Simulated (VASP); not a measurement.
Here is the system:

```
RhS
1.0
    0.00000     2.59646     2.59646
    2.59646     0.00000     2.59646
    2.59646     2.59646     0.00000
Rh S
1 1
Direct
  0.00000   0.00000   0.00000
  0.25000   0.25000   0.25000
```

Calculation: PBEsol GGA, VASP's PBE PAW potentials (set 64) (plane waves; VASP). Run with 400 eV cut-off, 14×14×14 Γ-centred mesh, tetrahedra with Blöchl corrections, potentials Rh_pv S.

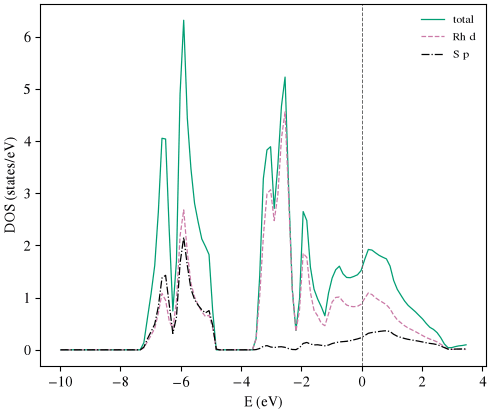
Figure: Total and projected density of states, zero at the Fermi level

Within 2 eV below the Fermi level the largest weight inside VASP's projection spheres is Rh d.

It has no gap at this level: it comes out as a metal or semimetal.

The structure was generated: RhS was put into the zinc blende type (F-43m), which need not be its known phase. It was relaxed first, which changed the volume by -25 %. The electron count is odd and the run is not spin-polarised, which forces a metal.
